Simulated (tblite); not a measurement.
# Geometry relaxation of CH11NSi3 (part 2 of 3)

The same run, continued: CH11NSi3; GFN2-xTB geometry optimisation, gas phase (tblite 0.8.0). 

Geometry of the input (Å):
```
C  -2.8696  -0.2496  -0.4729
Si -1.4825  0.2311  0.6769
Si 0.3710  -0.9090  0.1611
N  1.4853  0.0422  -0.8600
Si 2.7699  0.8491  0.0661
H  -2.4809  -0.3936  -1.4858
H  -3.5457  0.6531  -0.4923
H  -3.4154  -1.1069  -0.0644
H  -1.2136  1.6444  0.4531
H  -1.9431  -0.0609  2.0464
H  0.9763  -1.4392  1.3750
H  -0.0923  -2.0532  -0.6683
H  1.9016  -0.6200  -1.5494
H  3.9071  -0.0396  0.3886
H  2.2954  1.5752  1.2453
H  3.3288  1.8859  -0.8309
```

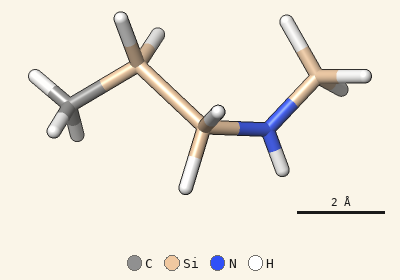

**Figure 1.** The geometry at step 99 of the log (stick view, seen at a tilt).

## Trajectory as extended XYZ, continued
```
16
Properties=species:S:1:pos:R:3:forces:R:3 step=49 energy=-432.30896
C    -2.9147   -0.1696   -0.4646   -0.0200   0.0040  -0.0110
Si   -1.4270    0.2748    0.6393    0.0070   0.0020   0.0100
Si    0.3773   -1.1044    0.1930   -0.0030   0.0100  -0.0310
N     1.6253   -0.1735   -0.5910    0.0130  -0.0280   0.0040
Si    2.8199    0.8838    0.0731   -0.0080  -0.0080  -0.0160
H    -2.6350   -0.2142   -1.5135    0.0170  -0.0070  -0.0110
H    -3.7129    0.5610   -0.3751   -0.0160   0.0100   0.0270
H    -3.3298   -1.1371   -0.1961    0.0150  -0.0140  -0.0030
H    -1.1465    1.7040    0.4163    0.0020   0.0050   0.0020
H    -1.9027    0.1881    2.0324    0.0160  -0.0050   0.0020
H     0.9713   -1.7505    1.3751   -0.0190   0.0210  -0.0170
H     0.0872   -2.1860   -0.7687    0.0120   0.0330   0.0280
H     1.7643   -0.3964   -1.5627    0.0170   0.0030   0.0130
H     4.0023    0.1447    0.5314    0.0120  -0.0120   0.0130
H     2.2089    1.5834    1.2013   -0.0370  -0.0140  -0.0030
H     3.2046    1.8007   -1.0015   -0.0090   0.0000  -0.0080
16
Properties=species:S:1:pos:R:3:forces:R:3 step=57 energy=-432.31251
C    -2.9152   -0.1617   -0.4554   -0.0200  -0.0100  -0.0080
Si   -1.4174    0.2837    0.6288    0.0530   0.0250   0.0350
Si    0.3777   -1.1015    0.1837    0.0140  -0.0390  -0.0510
N     1.6324   -0.1834   -0.6020   -0.0050  -0.0310  -0.0080
Si    2.8040    0.8863    0.0786   -0.0190  -0.0170  -0.0330
H    -2.6562   -0.1471   -1.5110   -0.0260   0.0150   0.0040
H    -3.7363    0.5338   -0.3041    0.0020  -0.0240  -0.0210
H    -3.2821   -1.1579   -0.2244   -0.0140  -0.0090  -0.0040
H    -1.1228    1.7047    0.3788   -0.0120   0.0260   0.0190
H    -1.8747    0.2125    2.0295    0.0150   0.0030  -0.0090
H     0.9573   -1.7528    1.3682    0.0050   0.0200   0.0250
H     0.1010   -2.1926   -0.7666   -0.0220   0.0110  -0.0180
H     1.8071   -0.4297   -1.5621   -0.0100  -0.0230   0.0180
H     3.9817    0.1533    0.5566    0.0310   0.0100   0.0250
H     2.1457    1.5654    1.1914   -0.0030   0.0200   0.0090
H     3.1902    1.7960   -1.0014    0.0110   0.0210   0.0170
16
Properties=species:S:1:pos:R:3:forces:R:3 step=64 energy=-432.31682
C    -2.9139   -0.1551   -0.4401   -0.0170   0.0150  -0.0180
Si   -1.3919    0.3010    0.6104   -0.0110   0.0470   0.0280
Si    0.3786   -1.1165    0.1609   -0.0300   0.0350   0.0010
N     1.6489   -0.2176   -0.6178    0.0060   0.0090   0.0550
Si    2.7792    0.8829    0.0831    0.0110  -0.0030  -0.0230
H    -2.7035   -0.0473   -1.5010   -0.0040  -0.0180   0.0000
H    -3.7666    0.4786   -0.2132    0.0110   0.0030   0.0150
H    -3.2195   -1.1843   -0.2699    0.0130   0.0040   0.0010
H    -1.0981    1.7236    0.3445   -0.0240  -0.0510   0.0160
H    -1.8225    0.2513    2.0228    0.0220  -0.0030  -0.0420
H     0.9398   -1.7426    1.3671    0.0080  -0.0350   0.0160
H     0.0993   -2.2059   -0.7873   -0.0250  -0.0170  -0.0110
H     1.8579   -0.4973   -1.5597    0.0360  -0.0230  -0.0590
H     3.9624    0.1840    0.6047   -0.0130   0.0260   0.0010
H     2.0663    1.5512    1.1696    0.0120   0.0150   0.0030
H     3.1761    1.8028   -0.9854    0.0050  -0.0040   0.0160
16
Properties=species:S:1:pos:R:3:forces:R:3 step=71 energy=-432.31863
C    -2.9163   -0.1493   -0.4373    0.0070  -0.0060   0.0050
Si   -1.3856    0.3066    0.6011    0.0090   0.0050  -0.0040
Si    0.3757   -1.1232    0.1540    0.0070   0.0230   0.0240
N     1.6658   -0.2420   -0.6139    0.0160   0.0050  -0.0520
Si    2.7718    0.8858    0.0830    0.0220   0.0050   0.0160
H    -2.7291   -0.0153   -1.4998   -0.0040   0.0050   0.0150
H    -3.7761    0.4612   -0.1752    0.0160  -0.0160  -0.0100
H    -3.1920   -1.1896   -0.2855   -0.0230   0.0060   0.0050
H    -1.0940    1.7247    0.3316   -0.0040   0.0140  -0.0020
H    -1.7985    0.2633    2.0162   -0.0050  -0.0100  -0.0010
H     0.9251   -1.7632    1.3616   -0.0090  -0.0090  -0.0150
H     0.0808   -2.2086   -0.7936   -0.0110  -0.0140  -0.0270
H     1.8843   -0.5202   -1.5572   -0.0050  -0.0070   0.0640
H     3.9585    0.2122    0.6271    0.0000   0.0060  -0.0060
H     2.0504    1.5609    1.1601   -0.0090   0.0060  -0.0070
H     3.1719    1.8058   -0.9835   -0.0050  -0.0100  -0.0050
16
Properties=species:S:1:pos:R:3:forces:R:3 step=78 energy=-432.32055
C    -2.9148   -0.1497   -0.4305   -0.0170  -0.0010   0.0060
Si   -1.3784    0.3207    0.5937   -0.0120  -0.0240  -0.0050
Si    0.3752   -1.1146    0.1426    0.0070  -0.0210   0.0070
N     1.6725   -0.2401   -0.6230   -0.0130   0.0130   0.0630
Si    2.7705    0.8926    0.0822   -0.0110  -0.0040   0.0030
H    -2.7448   -0.0005   -1.4942   -0.0090  -0.0070   0.0290
H    -3.7775    0.4473   -0.1480    0.0070   0.0080  -0.0220
H    -3.1835   -1.1935   -0.2856    0.0240   0.0160  -0.0010
H    -1.1135    1.7458    0.3322    0.0080  -0.0040  -0.0020
H    -1.7821    0.2551    2.0097   -0.0060   0.0080   0.0200
H     0.9125   -1.7867    1.3401   -0.0120   0.0150  -0.0110
H     0.0540   -2.1975   -0.8030    0.0180   0.0260  -0.0320
H     1.9427   -0.5767   -1.5308    0.0210  -0.0250  -0.0350
H     3.9549    0.2280    0.6423   -0.0050   0.0080  -0.0020
H     2.0265    1.5681    1.1437    0.0000   0.0010  -0.0070
H     3.1782    1.8106   -0.9827    0.0010  -0.0090  -0.0120
16
Properties=species:S:1:pos:R:3:forces:R:3 step=85 energy=-432.32367
C    -2.9200   -0.1432   -0.4103   -0.0070   0.0060   0.0070
Si   -1.3657    0.3310    0.5824    0.0010  -0.0010   0.0090
Si    0.3662   -1.1253    0.1222    0.0060  -0.0400  -0.0330
N     1.7023   -0.2735   -0.5979    0.0200  -0.0390  -0.0810
Si    2.7609    0.9053    0.0892   -0.0290   0.0240  -0.0250
H    -2.7935    0.0595   -1.4693    0.0300  -0.0220  -0.0390
H    -3.7910    0.4154   -0.0806   -0.0100  -0.0240   0.0240
H    -3.1418   -1.2023   -0.3036   -0.0310   0.0290   0.0030
H    -1.1031    1.7524    0.3008    0.0130  -0.0040   0.0100
H    -1.7458    0.2744    2.0058   -0.0020   0.0180   0.0160
H     0.8635   -1.8452    1.3090   -0.0200  -0.0070  -0.0020
H     0.0392   -2.1622   -0.8755    0.0190   0.0310   0.0220
H     2.0288   -0.6606   -1.4697   -0.0090   0.0200   0.0600
H     3.9552    0.2967    0.6869    0.0020  -0.0110   0.0180
H     1.9739    1.5978    1.1060    0.0050   0.0090   0.0150
H     3.1633    1.7888   -1.0068    0.0120   0.0110  -0.0050
16
Properties=species:S:1:pos:R:3:forces:R:3 step=92 energy=-432.32556
C    -2.9240   -0.1395   -0.3980   -0.0120  -0.0080  -0.0020
Si   -1.3600    0.3358    0.5809    0.0050  -0.0020   0.0020
Si    0.3623   -1.1279    0.1032   -0.0030   0.0040  -0.0190
N     1.7201   -0.2893   -0.5924   -0.0060   0.0160   0.0210
Si    2.7510    0.9212    0.0852    0.0000  -0.0090  -0.0050
H    -2.8119    0.0769   -1.4579   -0.0010  -0.0160   0.0360
H    -3.7990    0.3990   -0.0438    0.0250   0.0030  -0.0190
H    -3.1351   -1.2017   -0.3020   -0.0080   0.0080  -0.0040
H    -1.1027    1.7569    0.2940    0.0180  -0.0020   0.0090
H    -1.7269    0.2844    2.0089    0.0040   0.0120  -0.0010
H     0.8292   -1.8899    1.2769   -0.0190  -0.0090  -0.0020
H     0.0268   -2.1266   -0.9265    0.0070  -0.0130   0.0040
H     2.1052   -0.7332   -1.4096    0.0110  -0.0020  -0.0240
H     3.9435    0.3335    0.7116   -0.0180   0.0070   0.0070
H     1.9477    1.6254    1.0815   -0.0020   0.0010  -0.0110
H     3.1662    1.7840   -1.0235   -0.0010   0.0090   0.0060
16
Properties=species:S:1:pos:R:3:forces:R:3 step=99 energy=-432.32671
C    -2.9245   -0.1438   -0.3946    0.0050   0.0110  -0.0100
Si   -1.3615    0.3298    0.5868    0.0060   0.0020   0.0030
Si    0.3606   -1.1297    0.0977    0.0080  -0.0030  -0.0020
N     1.7192   -0.2864   -0.5926    0.0020  -0.0030   0.0020
Si    2.7512    0.9251    0.0828   -0.0020  -0.0100   0.0070
H    -2.7965    0.0533   -1.4558   -0.0020  -0.0050   0.0030
H    -3.7932    0.4169   -0.0611    0.0090  -0.0030  -0.0050
H    -3.1551   -1.2009   -0.2875    0.0020   0.0150   0.0210
H    -1.0904    1.7496    0.3060    0.0000   0.0000  -0.0090
H    -1.7314    0.2898    2.0144    0.0080  -0.0090  -0.0020
H     0.8112   -1.8992    1.2735    0.0060   0.0010  -0.0120
H     0.0351   -2.1277   -0.9356   -0.0020  -0.0070  -0.0030
H     2.1054   -0.7262   -1.4128   -0.0100   0.0070   0.0110
H     3.9398    0.3357    0.7151   -0.0120   0.0060  -0.0020
H     1.9541    1.6360    1.0788   -0.0160   0.0000  -0.0100
H     3.1684    1.7865   -1.0266   -0.0010  -0.0020   0.0080
16
Properties=species:S:1:pos:R:3:forces:R:3 step=106 energy=-432.32827
C    -2.9201   -0.1318   -0.3606    0.0200  -0.0040   0.0070
Si   -1.3336    0.3404    0.5800    0.0020  -0.0030  -0.0050
Si    0.3466   -1.1486    0.0403    0.0150  -0.0010   0.0430
N     1.7537   -0.3246   -0.5707    0.0460  -0.0440  -0.0800
Si    2.7213    0.9504    0.0838   -0.0140   0.0230   0.0110
H    -2.8114    0.0421   -1.4270   -0.0040  -0.0080  -0.0270
H    -3.7814    0.4362   -0.0232    0.0000   0.0190   0.0120
H    -3.1481   -1.1852   -0.2233   -0.0260  -0.0130  -0.0030
H    -1.0650    1.7584    0.2912    0.0050   0.0010  -0.0010
H    -1.6744    0.2929    2.0153    0.0260   0.0060  -0.0110
H     0.7297   -1.9952    1.1891    0.0180   0.0030  -0.0090
H     0.0188   -2.0924   -1.0429   -0.0050   0.0150  -0.0090
H     2.2265   -0.8275   -1.3081   -0.0540   0.0410   0.0500
H     3.8992    0.4233    0.7849   -0.0120  -0.0020   0.0230
H     1.8586    1.6924    0.9989   -0.0030  -0.0160   0.0060
H     3.1720    1.7782   -1.0391   -0.0130  -0.0170  -0.0080
16
Properties=species:S:1:pos:R:3:forces:R:3 step=113 energy=-432.33171
C    -2.9062   -0.1249   -0.3559   -0.0020  -0.0120   0.0250
Si   -1.3114    0.3331    0.5765   -0.0030  -0.0120   0.0010
Si    0.3538   -1.1692    0.0334    0.0260   0.0000  -0.0020
N     1.7363   -0.3151   -0.5937    0.0170  -0.0090   0.0030
Si    2.6885    0.9565    0.0923   -0.0210  -0.0040  -0.0050
H    -2.7817   -0.0290   -1.4311   -0.0080  -0.0050   0.0100
H    -3.7432    0.5007   -0.0628   -0.0050   0.0410  -0.0050
H    -3.1861   -1.1538   -0.1474   -0.0110  -0.0290  -0.0250
H    -1.0281    1.7483    0.2872   -0.0020  -0.0040  -0.0090
H    -1.6381    0.2897    2.0150    0.0060   0.0120  -0.0060
H     0.7512   -2.0162    1.1785    0.0190   0.0200  -0.0340
H     0.0310   -2.1119   -1.0542   -0.0070   0.0250   0.0200
H     2.2070   -0.7994   -1.3424   -0.0080   0.0190   0.0150
H     3.8446    0.4211    0.8229   -0.0100   0.0090   0.0300
H     1.8016    1.6972    0.9886    0.0300  -0.0340  -0.0200
H     3.1731    1.7818   -1.0184   -0.0210  -0.0160   0.0000
16
Properties=species:S:1:pos:R:3:forces:R:3 step=120 energy=-432.33375
C    -2.9060   -0.1207   -0.3399   -0.0170  -0.0040  -0.0090
Si   -1.2959    0.3301    0.5699   -0.0110  -0.0050  -0.0120
Si    0.3571   -1.1799    0.0162   -0.0070   0.0040  -0.0010
N     1.7546   -0.3349   -0.5838   -0.0010   0.0060  -0.0010
Si    2.6719    0.9627    0.0972    0.0110  -0.0030   0.0010
H    -2.7930   -0.0349   -1.4179    0.0060   0.0010   0.0200
H    -3.7311    0.5222   -0.0458    0.0150  -0.0150   0.0010
H    -3.1953   -1.1463   -0.1250   -0.0200   0.0110   0.0000
H    -1.0116    1.7411    0.2628   -0.0010   0.0020  -0.0070
H    -1.6013    0.3008    2.0120   -0.0030   0.0110   0.0120
H     0.7471   -2.0546    1.1399    0.0120  -0.0010   0.0010
H     0.0192   -2.0900   -1.0915   -0.0020  -0.0080  -0.0060
H     2.2436   -0.8259   -1.3153    0.0100   0.0060  -0.0040
H     3.8138    0.4666    0.8761    0.0030   0.0000   0.0050
H     1.7595    1.7070    0.9605   -0.0050  -0.0050  -0.0010
H     3.1598    1.7656   -1.0267    0.0090   0.0020   0.0000
16
Properties=species:S:1:pos:R:3:forces:R:3 step=127 energy=-432.33439
C    -2.9066   -0.1215   -0.3371    0.0070   0.0000   0.0040
Si   -1.2947    0.3228    0.5724    0.0050  -0.0050  -0.0070
Si    0.3610   -1.1839    0.0132   -0.0040   0.0010  -0.0040
N     1.7471   -0.3256   -0.5964    0.0060  -0.0070  -0.0090
Si    2.6667    0.9618    0.1007    0.0050   0.0010  -0.0010
H    -2.7790   -0.0623   -1.4143   -0.0050   0.0010  -0.0140
H    -3.7187    0.5459   -0.0663   -0.0130   0.0070   0.0070
H    -3.2226   -1.1342   -0.1028   -0.0080  -0.0100   0.0090
H    -1.0041    1.7310    0.2559   -0.0050  -0.0020  -0.0040
H    -1.5973    0.3058    2.0157   -0.0020   0.0030   0.0020
H     0.7719   -2.0513    1.1351    0.0020  -0.0020   0.0030
H     0.0198   -2.1028   -1.0877    0.0090   0.0110   0.0020
H     2.2359   -0.8068   -1.3349   -0.0070   0.0030   0.0040
H     3.7984    0.4575    0.8895    0.0050   0.0010  -0.0010
H     1.7488    1.7029    0.9606   -0.0040   0.0020   0.0030
H     3.1658    1.7696   -1.0150    0.0110  -0.0050   0.0060
16
Properties=species:S:1:pos:R:3:forces:R:3 step=134 energy=-432.33467
C    -2.9123   -0.1236   -0.3370    0.0020  -0.0010   0.0050
Si   -1.2992    0.3196    0.5720    0.0030   0.0020  -0.0050
Si    0.3630   -1.1818    0.0142   -0.0040   0.0010   0.0100
N     1.7495   -0.3240   -0.5953    0.0060  -0.0010  -0.0070
Si    2.6728    0.9601    0.1029    0.0060   0.0050   0.0040
H    -2.7841   -0.0671   -1.4149   -0.0090  -0.0080   0.0080
H    -3.7219    0.5486   -0.0680   -0.0010  -0.0060   0.0020
H    -3.2327   -1.1343   -0.0984   -0.0030   0.0050  -0.0030
H    -1.0136    1.7279    0.2523    0.0040   0.0040  -0.0060
H    -1.6023    0.3092    2.0157    0.0010  -0.0060  -0.0040
H     0.7785   -2.0498    1.1345   -0.0070   0.0050  -0.0020
H     0.0243   -2.0982   -1.0885    0.0020  -0.0010  -0.0050
H     2.2323   -0.8020   -1.3399   -0.0020   0.0070   0.0060
H     3.8077    0.4579    0.8894   -0.0110  -0.0050   0.0020
H     1.7533    1.7014    0.9623    0.0090  -0.0040  -0.0040
H     3.1770    1.7648   -1.0124    0.0040   0.0020   0.0010
16
Properties=species:S:1:pos:R:3:forces:R:3 step=141 energy=-432.33522
C    -2.9234   -0.1260   -0.3237   -0.0010  -0.0020  -0.0020
Si   -1.2962    0.3191    0.5594   -0.0030   0.0000   0.0040
Si    0.3661   -1.1809    0.0009    0.0020  -0.0010  -0.0060
N     1.7600   -0.3249   -0.5960   -0.0070   0.0150   0.0070
Si    2.6753    0.9627    0.1071   -0.0020  -0.0050   0.0090
H    -2.8101   -0.0851   -1.4036   -0.0040   0.0040  -0.0040
H    -3.7236    0.5564   -0.0521    0.0000  -0.0040  -0.0020
H    -3.2512   -1.1306   -0.0702    0.0100   0.0000   0.0130
H    -1.0079    1.7236    0.2222   -0.0110  -0.0070   0.0100
H    -1.5872    0.3113    2.0064    0.0100   0.0130  -0.0160
H     0.7702   -2.0572    1.1190   -0.0030   0.0050  -0.0040
H     0.0343   -2.0873   -1.1120   -0.0010  -0.0070  -0.0020
H     2.2474   -0.8057   -1.3350    0.0150   0.0040  -0.0070
H     3.7922    0.4634    0.9198   -0.0010  -0.0100   0.0050
H     1.7395    1.7072    0.9456    0.0090   0.0070  -0.0030
H     3.2071    1.7629   -0.9991   -0.0110  -0.0110   0.0000
```
